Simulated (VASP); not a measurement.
Consider the following.

```yaml
crystal:
  lattice:
    - [0.00000, 3.54329, 3.54329]
    - [3.54329, 0.00000, 3.54329]
    - [3.54329, 3.54329, 0.00000]
  atoms:
    - { symbol: Ba, position: [0.00000, 0.00000, 0.00000] }
    - { symbol: Te, position: [0.50000, 0.50000, 0.50000] }
```

These are r2SCAN meta-GGA, VASP's PBE PAW potentials (set 64) (plane waves; VASP 6.6.1) values and carry that method's errors. Numerical set-up: 520 eV cut-off, 7×7×7 Γ-centred mesh, tetrahedra with Blöchl corrections, potentials Ba_sv Te.

Unless said otherwise, spin-orbit coupling is left out, though it shifts the bands of the heavy elements here.

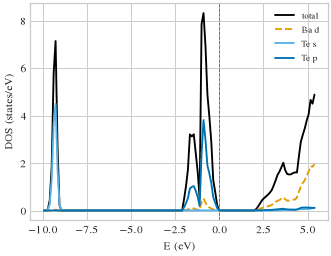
Figure. Total and projected density of states, zero at the valence-band maximum

Within 2 eV below the valence-band maximum the largest weight inside VASP's projection spheres is Te p.

The gap is indirect, 1.95 eV, from the valence maximum at Γ to the conduction minimum at X.

The compound is BaTe in the rock salt structure. It was relaxed first.
